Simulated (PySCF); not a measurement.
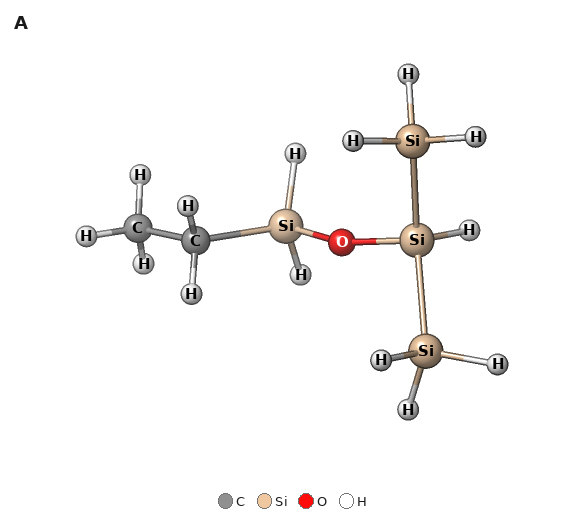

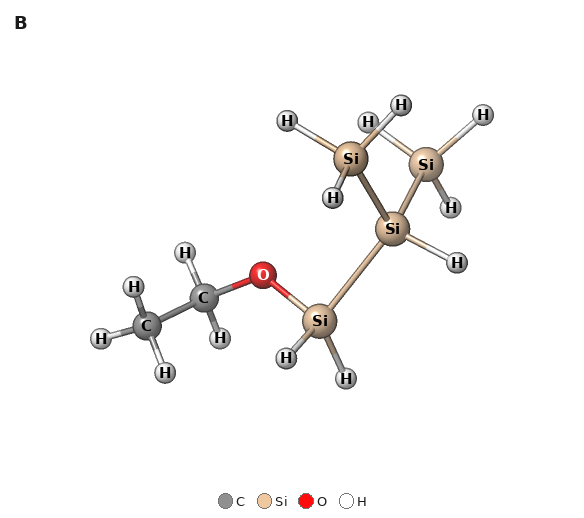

2 stationary structures of one formula. Geometries: GFN2-xTB. Electronic energies: PBE0/pcSseg-1 (PySCF 2.14.0), without zero-point energy. No frequency run is at hand to confirm each as a minimum. Each is one conformer, not always the lowest.

Are they conformers, stereoisomers or constitutional isomers?

They are constitutional isomers of C2H14OSi4: A `CC[SiH2]O[SiH]([SiH3])[SiH3]`, B `CCO[SiH2][SiH]([SiH3])[SiH3]`.

Which structure is the most stable?

A is lowest; B lies 1.273 eV above it.

The geometry is semi-empirical. Around Si such bond lengths and angles can be off by a tenth of an ångström or more and by several degrees, and values that hang on the shape move with them.
